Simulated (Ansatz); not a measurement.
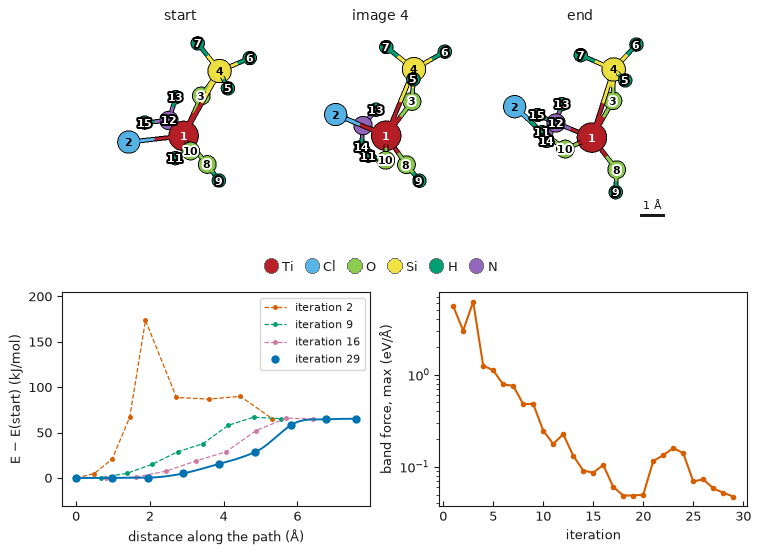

A nudged-elastic-band calculation for TiSiNH₈O₃Cl. Images are numbered from 0 (start) to 8 (end). The plot follows the band through its iterations. The picture is a ball-and-stick view, seen from a free direction.

Computed with RKS PBE/def2-SVP in Ansatz. Run with 7 movable images; climbing image; force threshold 0.05 eV/Å; iteration limit 60; starting path through a guess of the saddle point.

> How did the profile develop, and is the result final?

The run is converged, with reservations. The band converged in 29 iterations. The largest component of the band force went from 5.6 to 0.047 eV/Å. The first iteration put the highest image at 375.3 kJ/mol. No barrier shows: the energy is highest at the end, and the end lies 65.2 kJ/mol above the start.

Cost: 8.7 min on 4 threads of Arm Neoverse V2, with other jobs on the host, peak memory 0.29 GiB.
